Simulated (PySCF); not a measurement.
# BH3Cl− (SMILES [BH3-]Cl): wB97X-V/STO-6G

Aim: the vertical singlet–triplet gap of BH3Cl− at wB97X-V/STO-6G, from 2 runs. The job is set up through a Python script.

The calculation is run with PySCF 2.14.0.

16 further runs of the same task are left out: 1 that didn't finish, 15 set aside as unsound or not needed.

## Step 1: The structure to begin with

The species is BH3Cl− (5 atoms), meant as a singlet with charge -1. SMILES: `[BH3-]Cl`. The coordinates come from a GFN2-xTB relaxation.

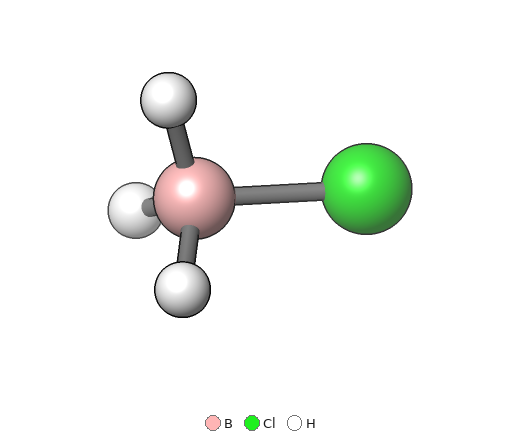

Viewed from a chosen angle; boron pink, chlorine green, hydrogen white.

## Step 2: A single-point energy at wB97X-V/STO-6G

run.py

```python
# [BH3-]Cl
from pyscf import gto, dft

mol = gto.M(
    atom=[
    ('B', (0.082390, -0.047870, 0.135930)),
    ('Cl', (-0.845860, 0.496450, -1.396970)),
    ('H', (1.223080, -0.254620, -0.203070)),
    ('H', (-0.460100, -1.051350, 0.532730)),
    ('H', (0.000500, 0.857390, 0.931390)),
],
    charge=-1,
    basis='sto-6g',
    verbose=3,
    spin=0,
    max_memory=1860,
)

mf = dft.RKS(mol)
mf.xc = 'wb97x-v'
mf.grids.level = 5
mf.nlcgrids.level = 1
mf.conv_tol = 1e-10
mf.kernel()
if not mf.converged:
    mf = mf.newton().run(mf.mo_coeff, mf.mo_occ)

energy = mf.e_tot
print(f'total energy: {energy:.8f} hartree')
```

The run is started by

```bash
$ OMP_NUM_THREADS=1 python run.py
```

Standard output:

```text
converged SCF energy = -485.15531633815
total energy: -485.15531634 hartree
```

Wall time 14 s (1 thread of Intel Xeon Platinum 8488C (Sapphire Rapids), shared host); peak memory 0.19 GiB.

## Step 3: The triplet

job.py

```python
from pyscf import gto, dft

mol = gto.M(
    atom='''
B    0.082390  -0.047870   0.135930
Cl  -0.845860   0.496450  -1.396970
H    1.223080  -0.254620  -0.203070
H   -0.460100  -1.051350   0.532730
H    0.000500   0.857390   0.931390
''',
    basis='sto-6g',
    verbose=3,
    spin=2,
    charge=-1,
    max_memory=1860,
)

mf = dft.UKS(mol, xc='wb97x-v')
mf.grids.level = 5
mf.conv_tol = 1e-10
mf.nlcgrids.level = 1
mf.kernel()
if not mf.converged:
    mf = mf.newton().run(mf.mo_coeff, mf.mo_occ)

etot = mf.e_tot
print('Final energy', etot)
```

The run is started by

```bash
$ OMP_NUM_THREADS=1 python job.py
```

Standard output:

```text
WARN: HOMO 0.226467984814479 >= LUMO -0.322247489533582

WARN: HOMO 0.44125450132649 >= LUMO 0.217990038101237

WARN: HOMO 0.4049709531132 >= LUMO 0.221626050961413

WARN: HOMO 0.404067023932597 >= LUMO 0.224023711034094

WARN: HOMO 0.404509778071737 >= LUMO 0.222447552436944

WARN: HOMO 0.403815221033919 >= LUMO 0.222559860795265

WARN: HOMO 0.40391207025156 >= LUMO 0.222666472464418

WARN: HOMO 0.403917930495001 >= LUMO 0.222602807151283

WARN: HOMO 0.403902880870429 >= LUMO 0.222687191900976

WARN: HOMO 0.403878038887347 >= LUMO 0.22271406997652

WARN: HOMO 0.403869073313261 >= LUMO 0.222741528597479

WARN: HOMO 0.403781534216213 >= LUMO 0.224150959922306

WARN: HOMO 0.403784701300899 >= LUMO 0.223890805809127

WARN: HOMO 0.403667599440528 >= LUMO 0.230657643450739

WARN: HOMO 0.403711265329474 >= LUMO 0.226480834372926

WARN: HOMO 0.403754012583519 >= LUMO 0.221307403012374

WARN: HOMO 0.403696822212379 >= LUMO 0.227742290687451

WARN: HOMO 0.403707521783097 >= LUMO 0.226488189945791

WARN: HOMO 0.403735301227267 >= LUMO 0.222851818701737

WARN: HOMO 0.403732732064371 >= LUMO 0.223273144130092

WARN: HOMO 0.40373275785711 >= LUMO 0.223240370505273

WARN: HOMO 0.403732834424596 >= LUMO 0.223229702505746

WARN: HOMO 0.403732529338684 >= LUMO 0.223235290550998

WARN: HOMO 0.403732598307965 >= LUMO 0.22323631061561

converged SCF energy = -484.716089342143  <S^2> = 2.0007862  2S+1 = 3.0005241
Final energy -484.71608934214345
```

Run time: 42 s. Hardware: 1 thread of Intel Xeon Platinum 8488C (Sapphire Rapids), shared host; peak memory 0.2 GiB.

## Step 4: Summary of results

At wB97X-V/STO-6G:

| quantity | value |
| --- | --- |
| singlet: total energy | -485.15532 Eh |
| singlet: HOMO energy | -1.04 eV |
| singlet: LUMO energy | 18.00 eV |
| singlet: HOMO–LUMO gap (to an unbound level, set by the basis) | 19.05 eV |
| triplet: total energy | -484.71609 Eh |
| triplet: HOMO energy (highest over α and β) | 10.99 eV |
| triplet: ⟨S²⟩ | 2.001 |
| vertical energy of the triplet above the singlet | 11.952 eV |

In words: At this shape the triplet lies 11.95 eV (276 kcal/mol) above the singlet. For an anion a state so high probably lies above electron detachment. In a minimal basis such a difference can be off by several eV, whatever the method. Mulliken charges (singlet) run from -0.49 on Cl2 to -0.05 on B1; they depend strongly on the basis. Mulliken charges (triplet) run from -0.28 on Cl2 to -0.09 on H4; they depend strongly on the basis. The HOMO (triplet) lies at positive energy, 10.99 eV; only total energies tell whether the electron is bound.
